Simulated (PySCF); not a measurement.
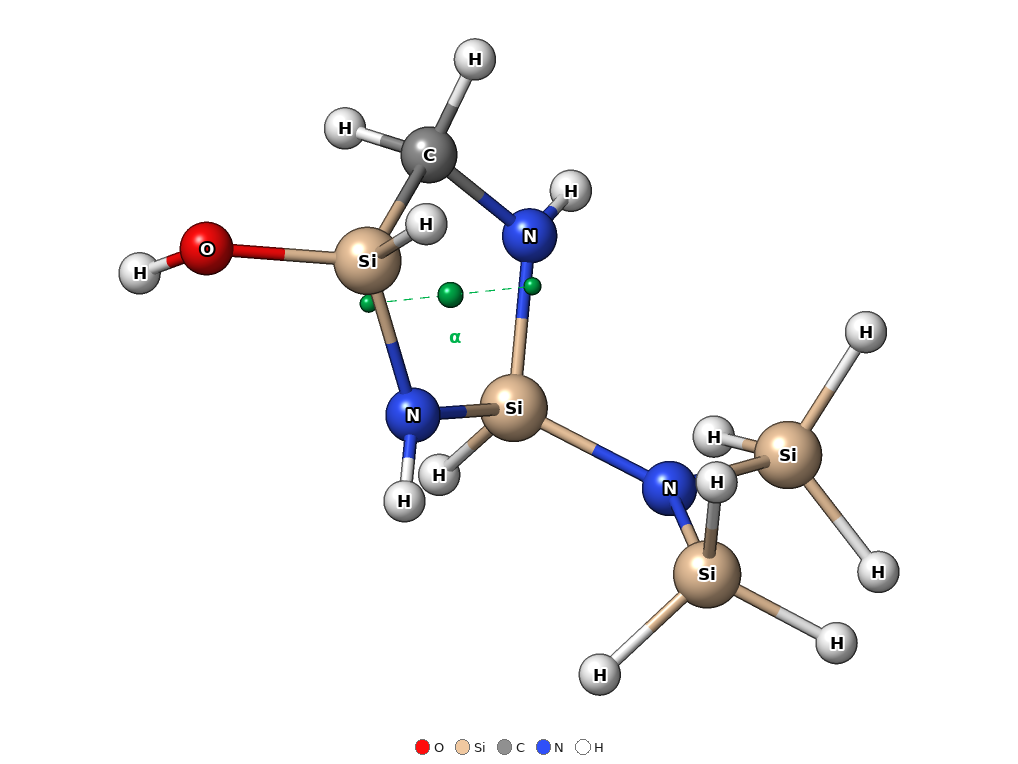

The small points mark where nucleus-independent chemical shifts (NICS) were computed: at the centre of each lettered ring and 1 Å above and below it. The computed structure is the end point of a GFN2-xTB optimisation. No frequency run is at hand to confirm it as a minimum. Level of theory: GIAO PBE0/pcSseg-1 NMR shielding, non-relativistic, gas phase (PySCF 2.14.0).

Give NICS(0), NICS(1) and the out-of-plane component NICS(1)zz for each ring (means of the two sides).

```
ring  members  NICS(0)  NICS(1)  NICS(1)zz
   α   CN2Si2     −5.7     −2.6       −0.4
```

Values in ppm.

> What do the values say about the ring currents?

Ring α: weak, as in a non-aromatic ring. NICS is one index among several.

The geometry is semi-empirical. Around Si such bond lengths and angles can be off by a tenth of an ångström or more and by several degrees, and values that hang on the shape move with them.
